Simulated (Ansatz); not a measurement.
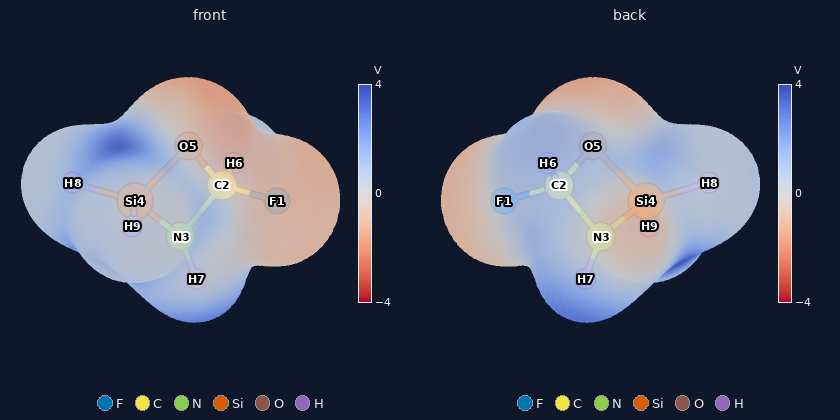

*CH4FNOSi (SMILES FC1N[SiH2]O1). The molecular electrostatic potential painted on the density surface at 0.004 e/bohr³, seen from the front and from behind; red is negative and blue positive.*

Geometry: PBE0-D4/def2-TZVP.

Computed with Ansatz, RKS PBE0-D4/def2-TZVPP.

```yaml
atoms:
  - { symbol: F, position_ang: [-0.1207, 2.0176, 0.4071] }
  - { symbol: C, position_ang: [0.1302, 0.9575, -0.4294] }
  - { symbol: N, position_ang: [0.9181, -0.0589, 0.2028] }
  - { symbol: Si, position_ang: [-0.4660, -1.0795, 0.1827] }
  - { symbol: O, position_ang: [-1.0503, 0.2418, -0.6758] }
  - { symbol: H, position_ang: [0.5406, 1.3903, -1.3470] }
  - { symbol: H, position_ang: [1.6760, 0.1860, 0.8134] }
  - { symbol: H, position_ang: [-0.3734, -2.3158, -0.6269] }
  - { symbol: H, position_ang: [-1.1660, -1.3852, 1.4560] }
```

> Describe the electrostatic potential map.

The most negative region (about −1.5 V) lies over O5, the most positive (about +3.5 V) over Si4. O5 is the likeliest acceptor of a hydrogen bond.
